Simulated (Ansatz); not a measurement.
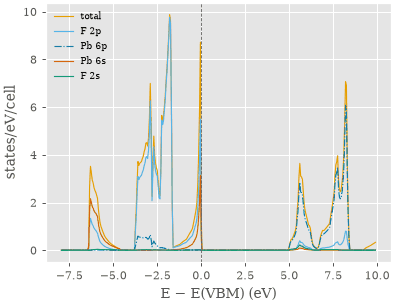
Figure: Total and projected density of states of PbF2 (fluorite, Fm-3m), r²SCAN+D4 in the plane-wave PAW code Ansatz

Question: Which orbitals carry the states next to the gap?

Answer: Top 1 eV of the valence band: F 2p 66 %, Pb 6s 32 %. Bottom 1 eV of the conduction band: Pb 6p 79 %, F 2p 9 %, F 2s 6 %. Projections are on Löwdin-orthogonalised atomic valence shells; empty p or d shells of many metals are not among them.

Question: Where is the tallest occupied peak in this window, and what makes it?

Answer: Near -1.8 eV, about 9.9 states/eV per cell; the largest projected share is F 2p.

The r²SCAN+D4 relaxation kept the symmetry of its start; phonons on a q-mesh show no instability. Spin–orbit coupling is left out wherever it is not named.

Potentials: the later of the program's two PAW sets.
